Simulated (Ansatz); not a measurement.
The starting structures come from a database of crystals and need not be the phases stable at ambient conditions.

 Where the default PAW files enter, the runs use the earlier of Ansatz's two default sets.

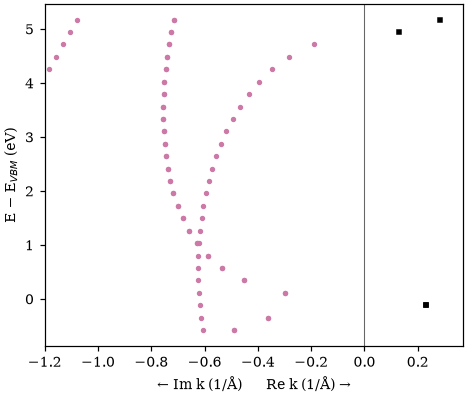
Figure. Complex bands at the centre of the two-dimensional zone; r2SCAN (Ansatz, a first-principles code)

The gap is the functional's own, uncorrected, and κ follows it; spin-orbit coupling is left out. Mid-gap values are interpolated between the computed energies.

### Question
This is NaCNO (R3m, not sure to be the ambient phase, 4 atoms a cell, 14.8 Å³ an atom, -3 GPa at this level) along the normal of (001). Read off the slowest decay at the centre of the two-dimensional zone at 2.42 eV, the computed energy nearest the middle of the gap.

### Answer
κ ≈ 0.57 1/Å, a decay length 1/(2κ) of the density of 0.88 Å.
